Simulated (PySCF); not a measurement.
## EPR calculation of C5H12OSi (charge +1)

The run: EPR calculation of C5H12OSi, charge +1, multiplicity 2. Method and program: UKS B3LYP, pcH-1 on C H O Si, non-relativistic, mean-field spin-orbit, GIAO (PySCF 2.14.0).

It belongs to a series of runs on one base structure; here: electron removed.

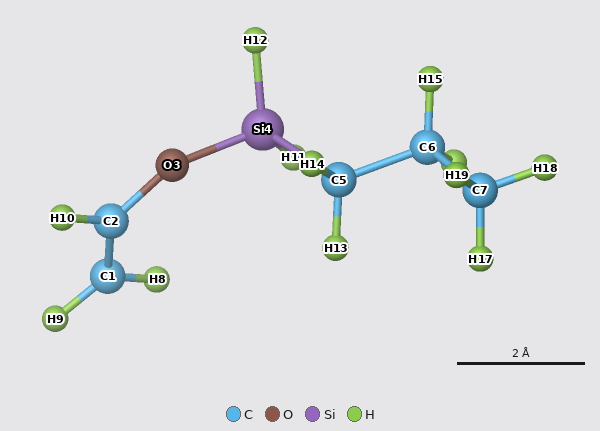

The structure (ball-and-stick view, seen at a tilt; atoms are numbered from 1 in the order of the input).

Input file
```
{"job": {"kind": "epr", "basis": "pcH-1"}, "charge": 1, "multiplicity": 2}
C     -3.594388    -0.347792    -0.730812
C     -2.910819    -1.114698     0.125452
O     -1.870828    -0.711993     0.846012
Si    -0.819454     0.464384     1.176964
C      0.795295    -0.158201     0.200886
C      1.979549     0.720907     0.486955
C      3.157719     0.148346    -0.320316
H     -3.328262     0.680847    -0.907696
H     -4.439118    -0.743163    -1.264518
H     -3.170297    -2.152470     0.306498
H     -1.137285     1.789117     0.656098
H     -0.561728     0.241002     2.590869
H      0.527875    -0.148645    -0.856026
H      0.963369    -1.185484     0.521625
H      2.235376     0.713669     1.545637
H      1.800155     1.749414     0.175842
H      2.950165     0.163238    -1.386816
H      4.029887     0.771127    -0.126721
H      3.382983    -0.870356    -0.017067
```

The first line tells a small driver script what to run in PySCF; the rest is the geometry in Å.

Machine: 1 CPU thread, shared host.

Command:
```bash
OMP_NUM_THREADS=1 python <driver script> task.json out
```

Output
```
UKS, coarse grid
  cycle   1  E = -562.08870346  |g| = 5.14e-01
  cycle   2  E = -561.77088707  |g| = 9.34e-01
  cycle   3  E = -562.17619812  |g| = 1.90e-01
  cycle   4  E = -562.18835765  |g| = 1.46e-01
  cycle   5  E = -562.20190289  |g| = 4.76e-02
  cycle   6  E = -562.20284121  |g| = 1.48e-02
  cycle   7  E = -562.20297120  |g| = 8.11e-03
  cycle   8  E = -562.20301837  |g| = 2.84e-03
  cycle   9  E = -562.20302471  |g| = 9.27e-04
UKS, final grid
  cycle   1  E = -562.20304965  |g| = 1.84e-03
  cycle   2  E = -562.20303401  |g| = 5.18e-03
  cycle   3  E = -562.20305193  |g| = 4.26e-04
  cycle   4  E = -562.20305203  |g| = 1.10e-04
  cycle   5  E = -562.20305204  |g| = 6.70e-05
  cycle   6  E = -562.20305205  |g| = 4.09e-05
  cycle   7  E = -562.20305205  |g| = 6.39e-06
E = -562.20305205 Eh   <S^2> = 0.7598 (exact 0.7500)
g shifts (ppm)      1          2          3
  rmc          -193       -193       -193
  gc              1         48         47
  oz_so          99       2447       4001
  total         -92       2302       3856
hyperfine (MHz)  atom isotope    a_iso     a_fc   dipolar eigenvalues
    0   13C      29.84      29.94    -34.69    -34.16     68.84
    1   13C     -19.51     -19.61     -4.09      0.02      4.07
    2   17O     -26.05     -25.76    -77.05     38.46     38.59
    3  29Si      28.31      28.40    -17.45      7.68      9.76
    4   13C      16.95      16.94    -22.14    -21.94     44.07
    5   13C      -6.96      -6.97     -5.99     -5.37     11.36
    6   13C      19.82      19.82     -6.59     -6.37     12.96
    7    1H     -27.41     -27.41    -14.63     -2.67     17.30
    8    1H     -28.68     -28.68    -16.50     -2.26     18.76
    9    1H      -1.99      -2.01     -3.97     -1.70      5.68
   10    1H      21.15      21.14     -1.85     -0.50      2.34
   11    1H      73.97      73.96     -1.68     -1.26      2.94
   12    1H       8.72       8.72    -10.14     -1.24     11.38
   13    1H      -2.22      -2.23     -9.58     -1.26     10.84
   14    1H       2.71       2.71     -3.71     -0.92      4.63
   15    1H       1.78       1.78     -3.62     -0.91      4.53
   16    1H      -3.28      -3.28     -3.76     -0.51      4.27
   17    1H      49.09      49.09     -3.41     -1.78      5.18
   18    1H      -3.40      -3.40     -3.68     -0.58      4.25
```

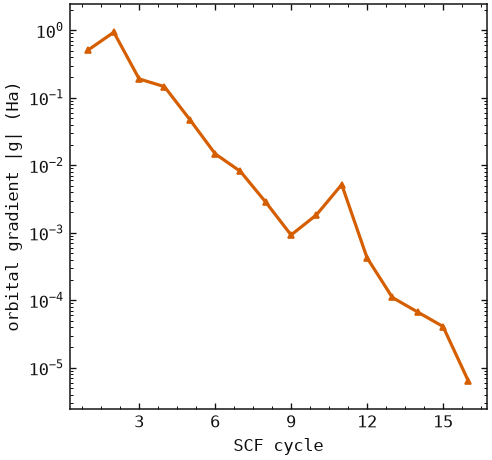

Convergence of the self-consistent field: orbital gradient |g| against the SCF cycle. All cycles printed in the log are drawn one after another.

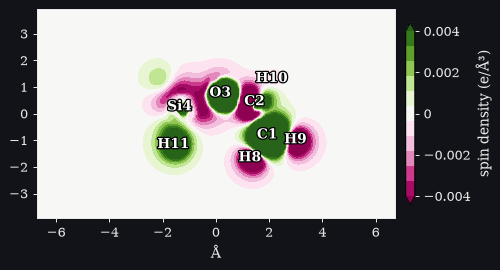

Spin density (α minus β) on the plane of atoms H8, C1 and H9. The section cuts through C, O, Si and H sites. The unpaired spin (1 electron) lies mostly on C1 (about 0.3), O3 (about 0.2) and C5 (about 0.2), in electrons by Hirshfeld's partition.

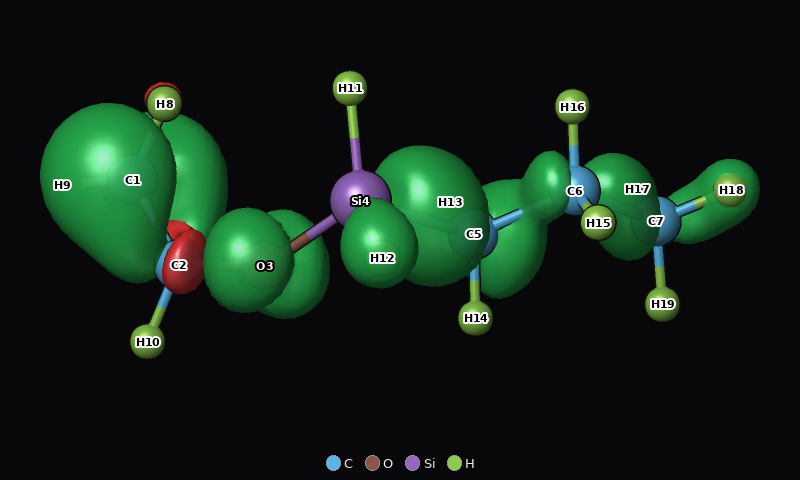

Isosurfaces of the spin density (α minus β) at +0.015 (green) and −0.015 e/Å³ (red), seen from the side. The unpaired spin (1 electron) lies mostly on C1 (about 0.3), O3 (about 0.2) and C5 (about 0.2), in electrons by Hirshfeld's partition.

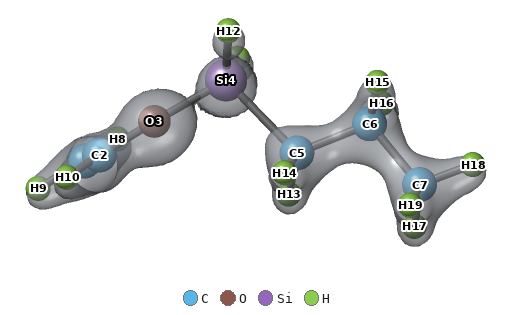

Isosurface of the total electron density at 1 e/Å³ (grey), seen at a tilt. At this value the surface falls into five separate pieces. It is pinched off along the Si–O (1.61 Å) and C–Si (1.99 Å) contacts. On the grid the lowest density along these lines, outside the cores, is 2 e/Å³ (C–O, 1.33 Å), 2.3 e/Å³ (C–C, 1.34 Å), 0.82 e/Å³ (Si–O, 1.61 Å) and 0.64 e/Å³ (C–Si, 1.99 Å).

Summary

```csv
quantity,value
outcome,converged
total energy,−562.203052 hartree
⟨S²⟩,0.760
isotropic g,2.0043
wall time,3 min
peak memory,1.1 GiB
```
